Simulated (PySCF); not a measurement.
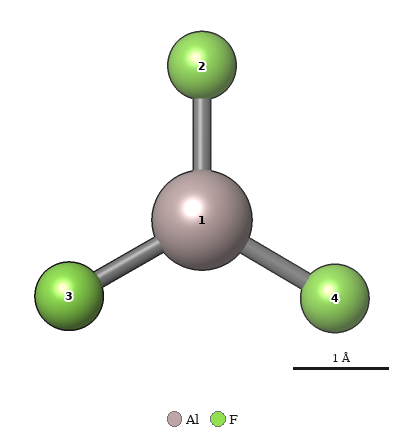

Fig. 1: The structure (ball-and-stick view, seen on its broad side; atoms are numbered from 1 in the order of the input). Sticks mark near contacts.

**AlF3: frequency calculation**

- system: AlF3
- method: RKS-based PBE0, Al def2-TZVP, F def2-TZVP; non-relativistic Hamiltonian; density fitting (PySCF 2.14.0)

**Input file**
```python
from pyscf import gto, scf, dft
mol = gto.M(atom='''
Al    -0.000000    -0.000000     0.000000
F      1.629145     0.000000     0.000000
F     -0.814572     1.410881     0.000000
F     -0.814572    -1.410881     0.000000''',
    basis={'Al': 'def2-TZVP', 'F': 'def2-TZVP'},
    charge=0, spin=0)
mf = dft.RKS(mol, xc='PBE0')
mf.grids.atom_grid = (75, 302)
aux = {'Al': 'def2-universal-JKFIT', 'F': 'def2-universal-JKFIT'}
mf = mf.density_fit(auxbasis=aux)
mf.conv_tol = 1e-09
mf.diis_space = 10
mf.max_cycle = 60
mf.verbose = 4
mf.kernel()
```

The script is an equivalent of the set-up of the self-consistent field. The run itself was carried out by a driver, which started from the orbitals of the step before it where there was one and computed the further properties.

Launched with:
```bash
OMP_NUM_THREADS=4 python axn.py task.json out
```

**Log**
```
init E= -541.932073050531
  HOMO = -0.430762708041933  LUMO = -0.0548697970472885  gap/eV = 10.22857
cycle= 1 E= -541.932073050531  delta_E=    0  |g|= 9.9e-07  |ddm|= 6.12e-07
  HOMO = -0.430762728666528  LUMO = -0.0548697935338412  gap/eV = 10.22857
Extra cycle  E= -541.932073050532  delta_E= -5.68e-13  |g|= 1.55e-06  |ddm|= 9.38e-07
converged SCF energy = -541.932073050532
```

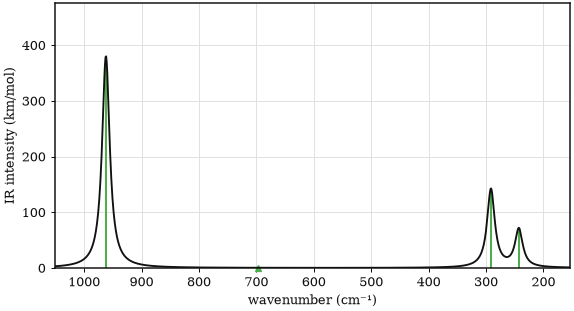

Fig. 2: Harmonic infrared spectrum, unscaled: sticks (degenerate modes added up, dark ones marked on the axis) with a Lorentzian envelope of 16 cm⁻¹ full width, scaled to the tallest stick. 6 modes from 243 to 962 cm⁻¹, none imaginary. The strongest line is at 962 cm⁻¹ (380 km/mol). All modes, in cm⁻¹ (km/mol): 243 (34), 243 (34), 291 (141), 697 (0.0), 962 (190), 962 (190).

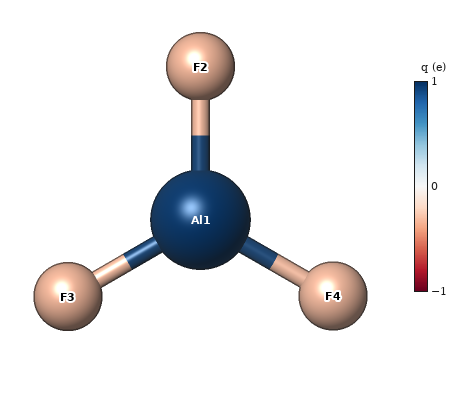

Fig. 3: Mulliken charges, as the colour of each atom (ball-and-stick view, seen on its broad side; atoms are numbered from 1 in the order of the input). By element: Al +0.96 and F −0.32 e.

**Summary**

| quantity | value |
| --- | --- |
| outcome | converged |
| total energy | −541.932073 hartree |
| HOMO | −11.72 eV |
| LUMO | −1.49 eV |
| zero-point energy | 0.007741 hartree |
| dipole moment | 0.00 D |
| wavenumbers, lowest and highest | 243 and 962 cm⁻¹ |
| hardware | 4 threads of Arm Neoverse V1, 24 GiB of memory available, shared host |
| wall time | 18 s (CPU time 54 s) |
| peak memory | 1.3 GiB |
